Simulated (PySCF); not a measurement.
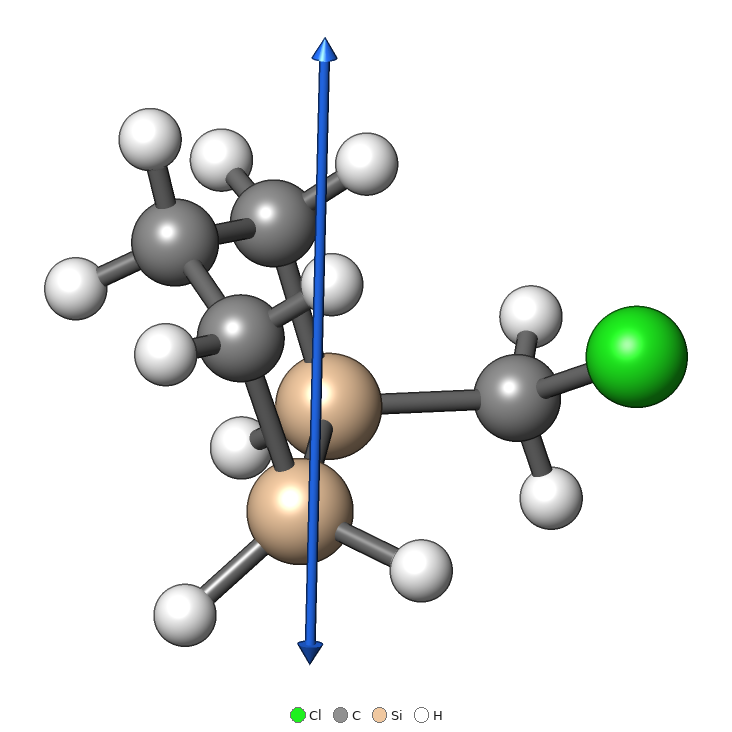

The double arrow shows the direction of the transition dipole to excited singlet state 3 (its length means nothing). Computed geometry: GFN2-xTB optimisation. No frequency run is at hand to confirm it as a minimum. Properties computed with TDDFT ωB97X-D/def2-SVPD, vertical, gas phase, core orbitals frozen in the response (PySCF 2.14.0).

Question. Give its energy, strength and character.

Answer. 6.99 eV (177 nm), oscillator strength 0.072, mainly HOMO → LUMO+1 (weight 0.70); transition dipole 1.65 D.

The geometry is semi-empirical. Around Si such bond lengths and angles can be off by a tenth of an ångström or more and by several degrees, and values that hang on the shape move with them.
